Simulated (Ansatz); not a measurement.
## Electronic structure of Cl$_{3}$HOSn···HBr in real space

```csv
atom,x (Å),y (Å),z (Å)
Sn,0.1505,-0.0257,-0.0981
Cl,0.2874,-0.0603,2.2847
O,1.9680,-0.0393,-0.7924
H,2.4315,-0.8727,-0.7057
Cl,-0.8367,1.9372,-0.7847
Cl,-0.9157,-1.9605,-0.7813
Br,-3.3464,0.0415,1.3713
H,-2.2781,0.0278,2.4153
```

Core potentials replace the inner electrons of Sn; not at a stationary point (largest force 1.7 eV/Å).

Method: RKS BHLYP-D4/def2-SVP (Ansatz).

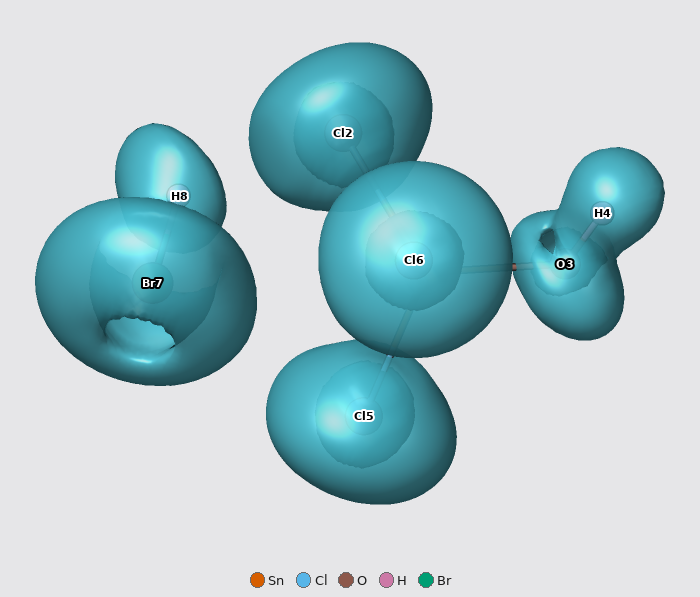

Figure 1. Isosurface of the ELF at 0.75 (cyan), seen across its widest extent. Only the valence region is drawn (cores and ρ < 0.01 e/Å³ removed).

Describe the localisation domains.

The surface consists of one region around a hydrogen nucleus, one ring or bowl of non-bonding electrons around Br, three regions wrapped around Cl (the valence shell of each) and one joined region spread over several atoms (H, O), in which their bonds and any lone pairs are merged. Along the contacts the grid gives the following. Cl2···H8 (2.57 Å): the ELF dips to about 0.05 between them. Sn–O (1.95 Å): the ELF peaks at about 0.85 in the valence shell of O, 0.6 Å from its nucleus, and drops to about 0.15 between the two atoms.

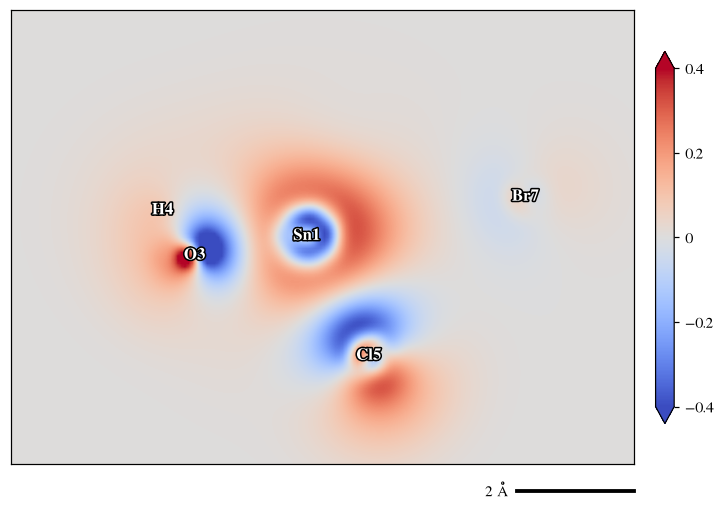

Figure 2. The LUMO on the plane of atoms O3, Sn1 and Cl5 (values in Å⁻³ᐟ²; the overall sign is arbitrary).

Where does this orbital lie, and at what energy?

Its weight (Hirshfeld) is mainly on Sn1 (about 40 %), Cl2 (about 20 %), Cl5 (about 15 %), Cl6 (about 15 %) and O3 (about 10 %). Its energy is −2.09 eV.

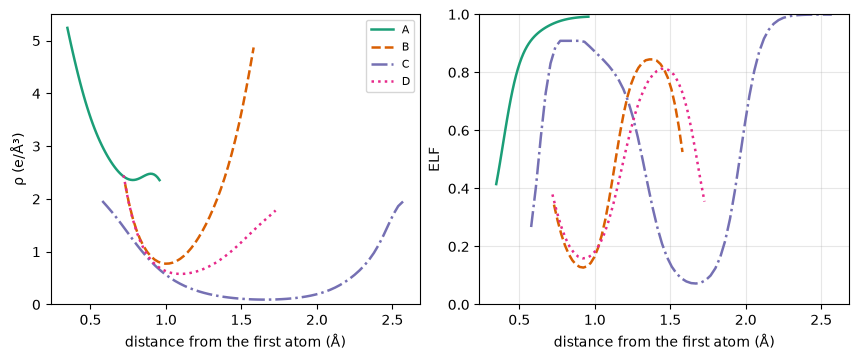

Figure 3. Electron density and ELF along straight lines between neighbouring atoms. The curves leave out the atomic cores.

Which curve belongs to which contact (Cl–H, O–H, Sn–Cl and Sn–O)? The first atom named is at distance zero.

Curve A: O–H (0.96 Å): ρ at the midpoint is about 3.7 e/Å³; the ELF climbs to about 1 towards the hydrogen, as it does in any bond to H; an ordinary covalent bond to hydrogen. Curve B: Sn–O (1.95 Å): ρ at the midpoint is about 0.78 e/Å³; the ELF peaks at about 0.85 in the valence shell of O, 0.6 Å from its nucleus, and drops to about 0.15 between the two atoms. Curve C: Cl2···H8 (2.57 Å): the density falls to about 0.09 e/Å³ on the way; the ELF dips to about 0.05 between them. Curve D: Sn–Cl (2.30 Å): the density is about 0.59 e/Å³ at the midpoint; the ELF peaks at about 0.80 in the valence shell of Cl, 0.8 Å from its nucleus, and drops to about 0.15 between the two atoms.
